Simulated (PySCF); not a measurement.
# C2H5BrSi: electronic excitations at several levels of theory, part 2 of 2

PySCF 2.14.0. Atoms count from 0.

## 9. TDDFT and polarisability: PBE0/6-31G*

What the job is given:

```
{"job": {"kind": "uv", "xc": "PBE0", "basis": "6-31G*"}, "charge": 0, "multiplicity": 1}
Br     2.284679     1.363609    -1.080703
Si     0.815362     0.563618     0.368631
C     -0.089358    -0.992560    -0.038950
C     -0.930770     0.306362    -0.171403
H      1.162681     0.932411     1.759167
H     -0.368764    -1.683835     0.764424
H      0.145662    -1.512024    -0.974571
H     -1.745368     0.445130     0.548838
H     -1.219646     0.593526    -1.188601
```

Method: TDDFT PBE0/6-31G*, vertical, gas phase, core orbitals frozen in the response.

The program printed:

```text
coarse grid: 36464 points
cycle   1  E = -2941.9865202795  dE = -6.789e-01  |g| = 3.901e-01  |ddm| = 2.740e+00
cycle   2  E = -2941.9491004189  dE =  3.742e-02  |g| = 5.214e-01  |ddm| = 1.020e+00
cycle   3  E = -2942.0296969562  dE = -8.060e-02  |g| = 4.053e-02  |ddm| = 6.430e-01
cycle   4  E = -2942.0302034828  dE = -5.065e-04  |g| = 1.735e-02  |ddm| = 9.313e-02
cycle   5  E = -2942.0302856511  dE = -8.217e-05  |g| = 4.266e-03  |ddm| = 2.916e-02
cycle   6  E = -2942.0302883646  dE = -2.714e-06  |g| = 6.379e-04  |ddm| = 4.514e-03
final grid: 74280 points
cycle   7  E = -2942.0302229080  dE = -3.647e-08  |g| = 6.261e-04  |ddm| = 1.755e-03
cycle   8  E = -2942.0302228833  dE =  2.471e-08  |g| = 6.826e-04  |ddm| = 1.576e-03
cycle   9  E = -2942.0302230187  dE = -1.354e-07  |g| = 8.895e-05  |ddm| = 8.512e-04
cycle  10  E = -2942.0302230207  dE = -1.985e-09  |g| = 8.430e-06  |ddm| = 1.139e-04
cycle  11  E = -2942.0302230208  dE = -6.503e-11  |g| = 3.289e-06  |ddm| = 1.524e-05
converged SCF energy = -2942.0302230208

Static polarisability (au): isotropic 57.960, principal 44.945 52.072 76.862

Singlet excitations
state   eV       nm        f      main configurations
  1   5.5200    224.6   0.00002   H->L 0.99
  2   6.6720    185.8   0.02920   H-1->L 0.57, H->L+1 0.42
  3   6.9982    177.2   0.18931   H->L+1 0.50, H-1->L 0.40
  4   7.2917    170.0   0.00410   H->L+2 0.86, H-2->L 0.12
  5   7.5201    164.9   0.00343   H-2->L 0.64, H->L+3 0.27
  6   7.5692    163.8   0.00445   H-1->L+1 0.46, H->L+3 0.31, H-2->L 0.16
  7   7.6953    161.1   0.01558   H-1->L+1 0.50, H->L+3 0.41
  8   7.7745    159.5   0.06190   H-3->L 0.90
  9   8.4155    147.3   0.00016   H-3->L+1 0.99
 10   8.5472    145.1   0.01790   H-2->L+1 0.87

Triplet excitations (Tamm-Dancoff, eV): 4.9322 5.2756 6.3128 6.5695
```

Wall time 14 s (1 thread of Arm Neoverse N1, shared host); peak memory 0.45 GiB.

This run: HOMO -6.89 eV, LUMO 0.02 eV; lowest singlet 5.52 eV.

## 10. Excited states and response: PBE0/def2-SVP

Settings changed since step 9:

```diff
@@ -1,2 +1,2 @@
-{"job": {"kind": "uv", "xc": "PBE0", "basis": "6-31G*"}, "charge": 0, "multiplicity": 1}
+{"job": {"kind": "uv", "xc": "PBE0", "basis": "def2-SVP"}, "charge": 0, "multiplicity": 1}
 Br     2.284679     1.363609    -1.080703
```

With the program's defaults for keys left out, this is: TDDFT PBE0/def2-SVP, vertical, gas phase, core orbitals frozen in the response.

The program printed:

```text
coarse grid: 36464 points
cycle   1  E = -2941.8607217705  dE = -7.250e-01  |g| = 3.633e-01  |ddm| = 3.026e+00
cycle   2  E = -2941.8263937587  dE =  3.433e-02  |g| = 4.923e-01  |ddm| = 9.766e-01
cycle   3  E = -2941.8986440349  dE = -7.225e-02  |g| = 3.643e-02  |ddm| = 6.090e-01
cycle   4  E = -2941.8990207849  dE = -3.768e-04  |g| = 1.601e-02  |ddm| = 8.049e-02
cycle   5  E = -2941.8990899456  dE = -6.916e-05  |g| = 4.211e-03  |ddm| = 2.702e-02
cycle   6  E = -2941.8990932382  dE = -3.293e-06  |g| = 5.227e-04  |ddm| = 4.808e-03
final grid: 74280 points
cycle   7  E = -2941.8990359596  dE = -4.059e-08  |g| = 4.816e-04  |ddm| = 1.660e-03
cycle   8  E = -2941.8990359512  dE =  8.306e-09  |g| = 5.007e-04  |ddm| = 1.139e-03
cycle   9  E = -2941.8990360216  dE = -7.033e-08  |g| = 7.491e-05  |ddm| = 6.143e-04
cycle  10  E = -2941.8990360230  dE = -1.390e-09  |g| = 7.081e-06  |ddm| = 9.702e-05
cycle  11  E = -2941.8990360230  dE = -3.047e-11  |g| = 2.915e-06  |ddm| = 1.255e-05
converged SCF energy = -2941.8990360230

Static polarisability (au): isotropic 59.171, principal 46.707 53.961 76.846

Singlet excitations
state   eV       nm        f      main configurations
  1   5.6903    217.9   0.00000   H->L 0.99
  2   6.7745    183.0   0.07052   H->L+1 0.56, H-1->L 0.41
  3   7.0797    175.1   0.15388   H-1->L 0.56, H->L+1 0.35
  4   7.1245    174.0   0.00051   H->L+2 0.96
  5   7.3333    169.1   0.01068   H->L+3 0.96
  6   7.6262    162.6   0.00010   H-1->L+1 0.54, H-2->L 0.42
  7   7.6931    161.2   0.01539   H-2->L 0.54, H-1->L+1 0.43
  8   7.9514    155.9   0.05076   H-3->L 0.89
  9   8.4609    146.5   0.00167   H-3->L+1 0.98
 10   8.5039    145.8   0.00147   H-2->L+1 0.62, H-1->L+2 0.32

Triplet excitations (Tamm-Dancoff, eV): 5.0906 5.3368 6.4268 6.4592
```

Wall time 16 s (1 thread of Arm Neoverse N1, shared host); peak memory 0.51 GiB.

Key values: HOMO -6.96 eV, LUMO 0.15 eV; lowest singlet 5.69 eV.

## 11. Excited states and response: PBE0/def2-TZVP

Settings changed since step 10:

```diff
@@ -1,2 +1,2 @@
-{"job": {"kind": "uv", "xc": "PBE0", "basis": "def2-SVP"}, "charge": 0, "multiplicity": 1}
+{"job": {"kind": "uv", "xc": "PBE0", "basis": "def2-TZVP"}, "charge": 0, "multiplicity": 1}
 Br     2.284679     1.363609    -1.080703
```

Method: TDDFT PBE0/def2-TZVP, vertical, gas phase, core orbitals frozen in the response.

The program printed:

```text
coarse grid: 36464 points
cycle   1  E = -2942.3544294755  dE = -6.974e-01  |g| = 4.683e-01  |ddm| = 2.340e+00
cycle   2  E = -2942.3085580885  dE =  4.587e-02  |g| = 5.859e-01  |ddm| = 7.638e-01
cycle   3  E = -2942.3976139092  dE = -8.906e-02  |g| = 8.409e-02  |ddm| = 5.163e-01
cycle   4  E = -2942.3995020140  dE = -1.888e-03  |g| = 8.885e-03  |ddm| = 8.078e-02
cycle   5  E = -2942.3995126091  dE = -1.060e-05  |g| = 6.932e-03  |ddm| = 1.353e-02
cycle   6  E = -2942.3995257266  dE = -1.312e-05  |g| = 6.589e-04  |ddm| = 6.322e-03
cycle   7  E = -2942.3995258296  dE = -1.031e-07  |g| = 1.205e-04  |ddm| = 6.426e-04
final grid: 74280 points
cycle   8  E = -2942.3995014039  dE = -5.600e-08  |g| = 9.930e-05  |ddm| = 2.318e-03
cycle   9  E = -2942.3995014051  dE = -1.153e-09  |g| = 7.870e-05  |ddm| = 2.429e-04
cycle  10  E = -2942.3995014063  dE = -1.259e-09  |g| = 1.005e-05  |ddm| = 6.282e-05
cycle  11  E = -2942.3995014064  dE = -5.184e-11  |g| = 4.956e-06  |ddm| = 1.421e-05
converged SCF energy = -2942.3995014064

Static polarisability (au): isotropic 68.023, principal 55.781 61.786 86.503

Singlet excitations
state   eV       nm        f      main configurations
  1   5.4808    226.2   0.00077   H->L 0.99
  2   6.3810    194.3   0.12300   H->L+1 0.84, H-1->L 0.12
  3   6.7923    182.5   0.00637   H->L+2 0.96
  4   6.8632    180.7   0.10427   H-1->L 0.83, H->L+1 0.10
  5   6.9235    179.1   0.00919   H->L+3 0.96
  6   7.3085    169.6   0.00031   H-1->L+1 0.94
  7   7.5113    165.1   0.01304   H-2->L 0.94
  8   7.7174    160.7   0.04413   H-3->L 0.89
  9   7.8477    158.0   0.00944   H->L+4 0.98
 10   8.1070    152.9   0.00000   H-3->L+1 0.97

Triplet excitations (Tamm-Dancoff, eV): 4.9060 5.0916 6.1834 6.2974
```

It took 33 s on 1 thread of Arm Neoverse N1, shared host; peak memory 0.76 GiB.

Key values: HOMO -6.98 eV, LUMO -0.10 eV; lowest singlet 5.48 eV.

## 12. TDDFT and polarisability: PBE0/aug-cc-pVDZ

Settings changed since step 11:

```diff
@@ -1,2 +1,2 @@
-{"job": {"kind": "uv", "xc": "PBE0", "basis": "def2-TZVP"}, "charge": 0, "multiplicity": 1}
+{"job": {"kind": "uv", "xc": "PBE0", "basis": "aug-cc-pVDZ"}, "charge": 0, "multiplicity": 1}
 Br     2.284679     1.363609    -1.080703
```

With the program's defaults for keys left out, this is: TDDFT PBE0/aug-cc-pVDZ, vertical, gas phase, core orbitals frozen in the response.

The program printed:

```text
coarse grid: 36464 points
cycle   1  E = -2942.2983929667  dE = -6.452e-01  |g| = 3.720e-01  |ddm| = 6.257e+00
cycle   2  E = -2942.2567570743  dE =  4.164e-02  |g| = 5.237e-01  |ddm| = 1.855e+00
cycle   3  E = -2942.3381485049  dE = -8.139e-02  |g| = 3.827e-02  |ddm| = 1.059e+00
cycle   4  E = -2942.3385891138  dE = -4.406e-04  |g| = 1.695e-02  |ddm| = 1.366e-01
cycle   5  E = -2942.3386694356  dE = -8.032e-05  |g| = 3.535e-03  |ddm| = 4.675e-02
cycle   6  E = -2942.3386733025  dE = -3.867e-06  |g| = 1.148e-03  |ddm| = 9.754e-03
final grid: 74280 points
cycle   7  E = -2942.3386240596  dE =  1.076e-07  |g| = 1.330e-03  |ddm| = 8.180e-03
cycle   8  E = -2942.3386237495  dE =  3.101e-07  |g| = 1.658e-03  |ddm| = 6.524e-03
cycle   9  E = -2942.3386246365  dE = -8.871e-07  |g| = 1.152e-04  |ddm| = 3.611e-03
cycle  10  E = -2942.3386246404  dE = -3.857e-09  |g| = 2.242e-05  |ddm| = 2.899e-04
cycle  11  E = -2942.3386246406  dE = -1.510e-10  |g| = 2.398e-06  |ddm| = 4.932e-05
converged SCF energy = -2942.3386246406

Static polarisability (au): isotropic 72.280, principal 61.009 65.423 90.407

Singlet excitations
state   eV       nm        f      main configurations
  1   5.3385    232.2   0.00247   H->L 0.97
  2   5.9865    207.1   0.00696   H->L+1 0.96
  3   6.1474    201.7   0.09679   H->L+2 0.93
  4   6.2952    197.0   0.00486   H->L+3 0.91
  5   6.4976    190.8   0.00004   H->L+4 0.93
  6   6.6333    186.9   0.05242   H-1->L 0.85
  7   7.0581    175.7   0.02113   H->L+5 0.82
  8   7.1898    172.4   0.00245   H-1->L+2 0.82
  9   7.3034    169.8   0.00314   H-2->L 0.82
 10   7.4312    166.8   0.00850   H-1->L+1 0.80, H-3->L 0.11

Triplet excitations (Tamm-Dancoff, eV): 4.8093 5.1255 5.8869 5.9760
```

It took 29 s on 1 thread of Arm Neoverse N1, shared host; peak memory 0.82 GiB.

Key values: HOMO -6.99 eV, LUMO -0.36 eV; lowest singlet 5.34 eV.

## 13. Side by side: electronic excitations

Excitations and ground-state properties, with basis size and wall time:

| run | lowest singlet (eV) | brightest (eV) | f | gap (eV) | α (Å³) | μ (D) | functions | time |
| --- | --- | --- | --- | --- | --- | --- | --- | --- |
| B3LYP/def2-SVPD | 5.27 | 6.60 | 0.116 | 6.29 | 10.74 | 1.34 | 145 | 42 s |
| PBE0/def2-SVPD | 5.41 | 6.76 | 0.114 | 6.74 | 10.62 | 1.39 | 145 | 42 s |
| BHandHLYP/def2-SVPD | 5.81 | 6.76 | 0.137 | 8.62 | 10.36 | 1.37 | 145 | 44 s |
| CAM-B3LYP/def2-SVPD | 5.61 | 6.90 | 0.120 | 8.98 | 10.54 | 1.36 | 145 | 52 s |
| wB97X-D/def2-SVPD | 5.68 | 6.97 | 0.128 | 10.26 | 10.54 | 1.39 | 145 | 50 s |
| LC-wPBE/def2-SVPD | 5.99 | 7.28 | 0.138 | 11.38 | 10.26 | 1.38 | 145 | 59 s |
| PBE0/6-31G* | 5.52 | 7.00 | 0.189 | 6.92 | 8.59 | 1.75 | 88 | 14 s |
| PBE0/def2-SVP | 5.69 | 7.08 | 0.154 | 7.12 | 8.77 | 1.34 | 103 | 16 s |
| PBE0/def2-TZVP | 5.48 | 6.38 | 0.123 | 6.88 | 10.08 | 1.31 | 177 | 33 s |
| PBE0/aug-cc-pVDZ | 5.34 | 6.15 | 0.097 | 6.64 | 10.71 | 1.44 | 154 | 29 s |

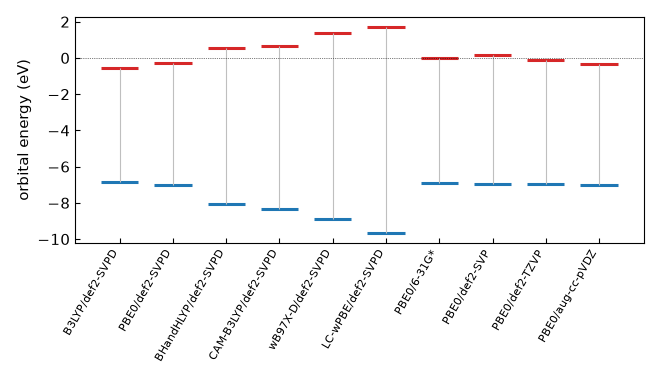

HOMO (blue) and LUMO (red) run by run.

## 14. Results

The summary covers parts 1 to 2.

```
                                quantity                        value
                             point group                           Cs
    rotational constants (main isotopes)        11.23, 1.68, 1.67 GHz
        lowest singlet (B3LYP/def2-SVPD)  5.27 eV (235 nm), f = 0.002
brightest single state of those computed  state 5, 6.60 eV, f = 0.116
                          lowest triplet                      4.79 eV
       vertical ionisation energy (ΔSCF)                      9.03 eV
             range of the lowest singlet              5.27 to 5.99 eV
```

What this shows: Single values in the summary come from the first run of each kind that ended normally (B3LYP/def2-SVPD), which need not be the best level. Over 9 steps the energy fell by 0.111 eV; of the close pairs, Si1–H4 changed most, 1.434 to 1.480 Å. The first singlet state (HOMO→LUMO 0.99) lies at 5.27 eV and is weak; of the 10 states computed, the strongest absorption comes from state 5 at 6.60 eV (the last state computed is bright too, and its partners may lie past the list). The lowest triplet lies 0.47 eV below the lowest singlet (triplets in Tamm-Dancoff, singlets in full TDDFT). The orbital energy would give 6.82 eV for ionisation, ΔSCF gives 9.03 eV. The lowest singlet runs from 5.27 eV (B3LYP/def2-SVPD) to 5.99 eV (LC-wPBE/def2-SVPD), while the orbital gap spans 6.29 to 11.38 eV. The lowest state need not be the same one in every run.
